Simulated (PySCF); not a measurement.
Excited-state calculation of C$_{4}$H$_{12}$OSi$_{2}$

System: C$_{4}$H$_{12}$OSi$_{2}$.
Method: TDDFT PBE0/def2-SVPD, vertical, gas phase, core orbitals frozen in the response (PySCF 2.14.0).

The geometry comes from this level: GFN2-xTB.

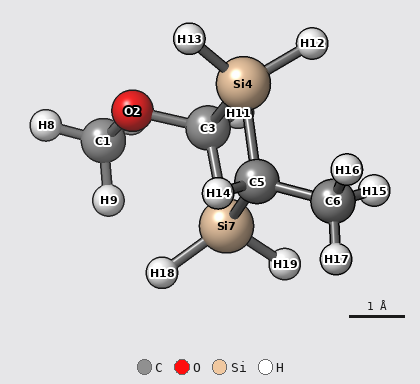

Figure 1. The structure (ball-and-stick view, seen at a tilt; atoms are numbered from 1 in the order of the input). Bond lengths as drawn: C–C 1.53 Å, C–H 1.09 to 1.10 Å, C–O 1.40 to 1.43 Å, C–Si 1.93 to 1.94 Å and H–Si 1.46 to 1.47 Å.

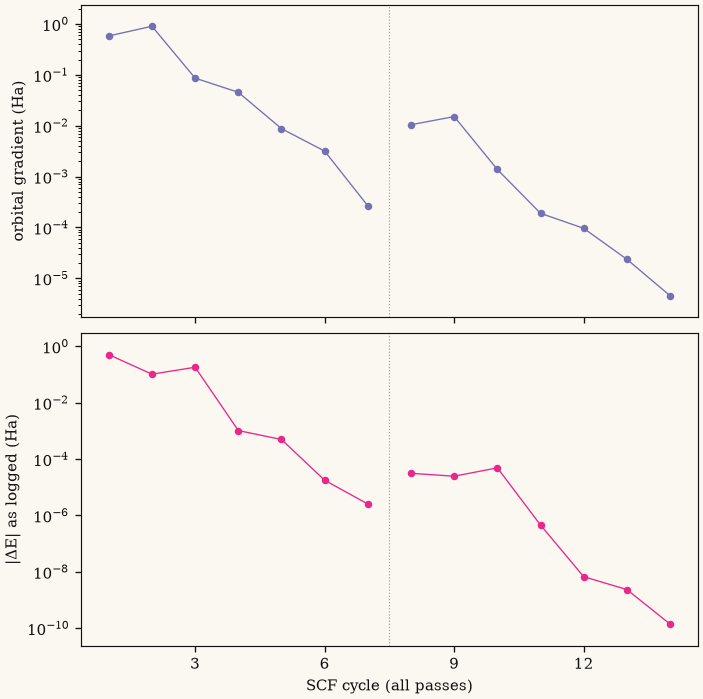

Figure 2. Convergence of the self-consistent field: orbital gradient and size of the energy change against the SCF cycle. The dotted line marks the change from a coarse to the final integration grid. The first 7 cycles use a coarse grid, the final grid takes over at cycle 8, and the field converges after 14 cycles in all.

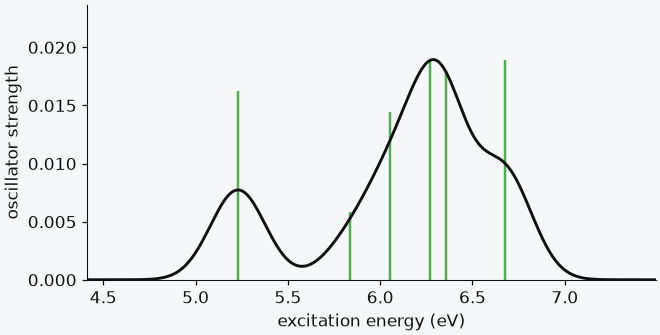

Figure 3. Computed excitations as sticks (degenerate states added up, dark ones marked on the axis), with a Gaussian envelope of 0.35 eV full width at half maximum, scaled to the tallest. Of the 6 states the lowest lies at 5.23 eV (f = 0.016); the strongest line is at 6.27 eV, or 198 nm (f = 0.019).

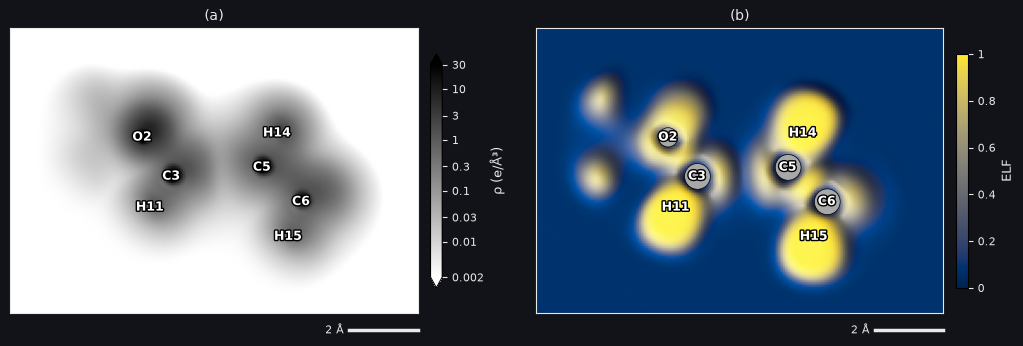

Figure 4. (a) electron density; (b) electron localisation function on the plane of atoms O2, C3 and H11. Grey discs, where drawn, cover atomic cores. Atoms in the plane: O, C and H.

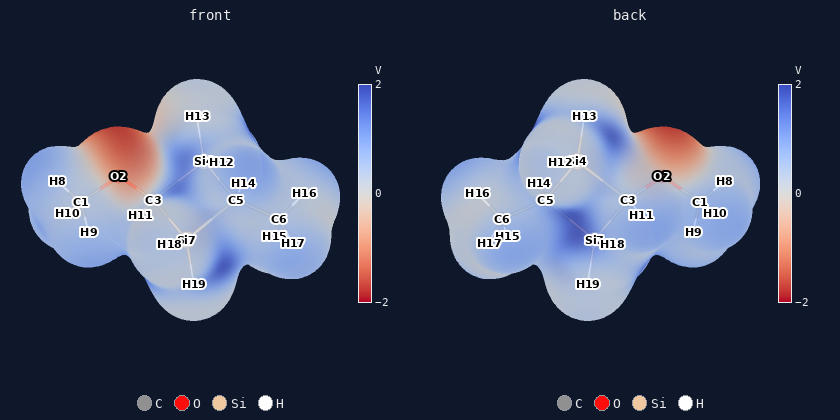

Figure 5. The molecular electrostatic potential painted on the density surface at 0.004 e/bohr³, seen at a tilt and from behind; the colour scale runs from red (negative) to blue (positive). A positive charge is drawn to the negative regions and a negative charge to the positive ones.

The input and output of the run follow.

The input:
```
{"job": {"kind": "uv", "xc": "PBE0", "basis": "def2-SVPD", "nstates": 6, "ntriplets": 2}, "charge": 0, "multiplicity": 1}
C      3.083490    -0.239652     0.585416
O      2.022379     0.659405     0.449964
C      0.756396     0.086940     0.783151
Si    -0.639058     1.406566     0.580939
C     -1.336828     0.316926    -0.851728
C     -2.794243    -0.119986    -0.745940
Si    -0.001112    -1.047838    -0.592351
H      3.988931     0.287907     0.288191
H      2.943620    -1.122158    -0.053450
H      3.184535    -0.580407     1.625425
H      0.831469    -0.368365     1.780904
H     -1.535684     1.489445     1.738308
H     -0.154383     2.730968     0.208003
H     -1.210568     0.811339    -1.818324
H     -2.979680    -0.618414     0.202828
H     -3.461756     0.738074    -0.811942
H     -3.052014    -0.812599    -1.546424
H      0.863410    -1.287941    -1.748376
H     -0.518706    -2.320957    -0.082054
```

The first line tells a small driver script what to run in PySCF; the rest is the geometry in Å.

Launch command:
```bash
OMP_NUM_THREADS=1 python <driver script> task.json out
```

Output:
```
coarse grid: 16120 points
cycle   1  E = -812.7661009541  dE =  5.037e-01  |g| = 5.816e-01  |ddm| = 5.559e+00
cycle   2  E = -812.6638897813  dE =  1.022e-01  |g| = 9.003e-01  |ddm| = 2.010e+00
cycle   3  E = -812.8440996023  dE = -1.802e-01  |g| = 8.604e-02  |ddm| = 1.208e+00
cycle   4  E = -812.8451192189  dE = -1.020e-03  |g| = 4.536e-02  |ddm| = 1.489e-01
cycle   5  E = -812.8456104930  dE = -4.913e-04  |g| = 8.752e-03  |ddm| = 7.035e-02
cycle   6  E = -812.8456280521  dE = -1.756e-05  |g| = 3.165e-03  |ddm| = 1.797e-02
cycle   7  E = -812.8456305773  dE = -2.525e-06  |g| = 2.657e-04  |ddm| = 4.930e-03
final grid: 144360 points
cycle   8  E = -812.9572807087  dE = -3.098e-05  |g| = 1.045e-02  |ddm| = 9.985e-02
cycle   9  E = -812.9572562371  dE =  2.447e-05  |g| = 1.511e-02  |ddm| = 2.993e-02
cycle  10  E = -812.9573046354  dE = -4.840e-05  |g| = 1.378e-03  |ddm| = 1.803e-02
cycle  11  E = -812.9573050857  dE = -4.504e-07  |g| = 1.899e-04  |ddm| = 2.017e-03
cycle  12  E = -812.9573050924  dE = -6.637e-09  |g| = 9.609e-05  |ddm| = 4.045e-04
cycle  13  E = -812.9573050947  dE = -2.321e-09  |g| = 2.367e-05  |ddm| = 1.600e-04
cycle  14  E = -812.9573050948  dE = -1.378e-10  |g| = 4.557e-06  |ddm| = 5.026e-05
converged SCF energy = -812.9573050948

Static polarisability (au): isotropic 105.733, principal 87.324 110.102 119.774

Singlet excitations
state   eV       nm        f      main configurations
  1   5.2298    237.1   0.01626   H->L 0.94
  2   5.8353    212.5   0.00583   H->L+1 0.82, H-1->L 0.12
  3   6.0534    204.8   0.01440   H-1->L 0.80, H->L+1 0.11
  4   6.2701    197.7   0.01894   H-2->L 0.83
  5   6.3545    195.1   0.01794   H->L+2 0.86
  6   6.6762    185.7   0.01890   H-1->L+1 0.92

Triplet excitations (Tamm-Dancoff, eV): 4.8892 5.4624
```

Key numbers:

```tsv
quantity	value
outcome	converged
total energy	−812.957305 hartree
HOMO	−6.77 eV
LUMO	−0.33 eV
dipole moment	0.85 D
mean polarisability	105.73 a.u.
lowest singlet excitation	5.23 eV
hardware	1 CPU thread, shared host
wall time	53 s
peak memory	0.97 GiB
```
